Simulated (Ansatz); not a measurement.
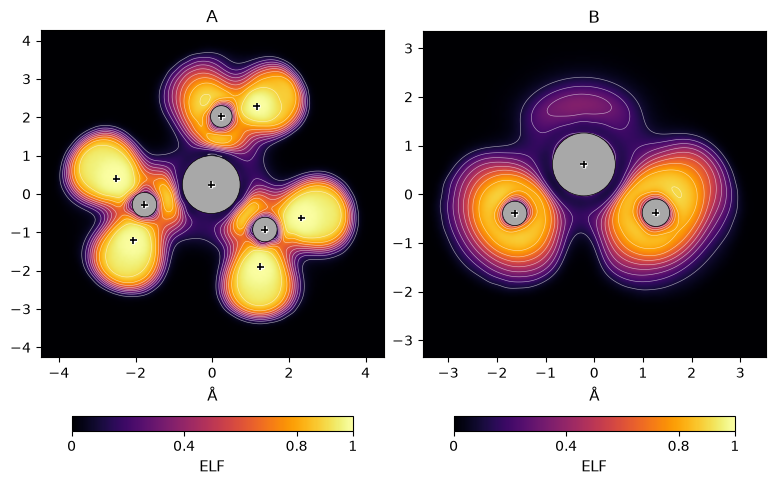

The electron localisation function of 2 systems, each on a plane through atoms (crosses mark nuclei in the plane; grey discs cover the cores).

All numbers below come from RKS B3LYP/def2-SVP (Ansatz 0.2.0).

System 1: GaH₅N₂O, the plane of atoms Ga1, O2 and H3. 

```yaml
atoms:
  - { symbol: Ga, position_ang: [-0.0310, -0.0225, -0.0922] }
  - { symbol: O, position_ang: [0.0385, 0.0079, 1.7024] }
  - { symbol: H, position_ang: [-0.8161, -0.0738, 2.1416] }
  - { symbol: N, position_ang: [1.5643, 0.2330, -0.9313] }
  - { symbol: H, position_ang: [1.7101, -0.0399, -1.8972] }
  - { symbol: H, position_ang: [2.4239, 0.1523, -0.3979] }
  - { symbol: N, position_ang: [-1.6055, -0.2906, -0.9814] }
  - { symbol: H, position_ang: [-2.5000, -0.1932, -0.5122] }
  - { symbol: H, position_ang: [-1.6939, -0.0545, -1.9648] }
```

System 2: FGeH₃O···H₂O, the plane of atoms F3, Ge1 and O5. Not at a stationary point (largest force 1.0 eV/Å).

```json
{"atom": "Ge", "x (Å)": "-0.1165", "y (Å)": "0.1597", "z (Å)": "0.0805"}
{"atom": "H", "x (Å)": "0.3738", "y (Å)": "0.2369", "z (Å)": "1.5408"}
{"atom": "F", "x (Å)": "1.2313", "y (Å)": "0.3063", "z (Å)": "-1.0117"}
{"atom": "H", "x (Å)": "-1.1114", "y (Å)": "1.2443", "z (Å)": "-0.3715"}
{"atom": "O", "x (Å)": "-0.9088", "y (Å)": "-1.4265", "z (Å)": "-0.1017"}
{"atom": "H", "x (Å)": "-1.4598", "y (Å)": "-1.5098", "z (Å)": "-0.8942"}
{"atom": "O", "x (Å)": "1.3528", "y (Å)": "-2.0936", "z (Å)": "1.3456"}
{"atom": "H", "x (Å)": "0.5942", "y (Å)": "-2.4550", "z (Å)": "0.8577"}
{"atom": "H", "x (Å)": "0.9174", "y (Å)": "-1.4950", "z (Å)": "1.9945"}
```

Match each panel to its system.

Answer. Panel A is system 1, GaH₅N₂O: the plane holds Ga, O, H and N. Ga–O (1.80 Å): the ELF peaks at about 0.85 in the valence shell of O, 0.6 Å from its nucleus, and is about 0.20 at the midpoint. Panel B is system 2, FGeH₃O···H₂O: the plane holds Ge, F and O. Ge–F (1.74 Å): the ELF peaks at about 0.80 in the valence shell of F, 0.5 Å from its nucleus, and is about 0.25 at the midpoint.
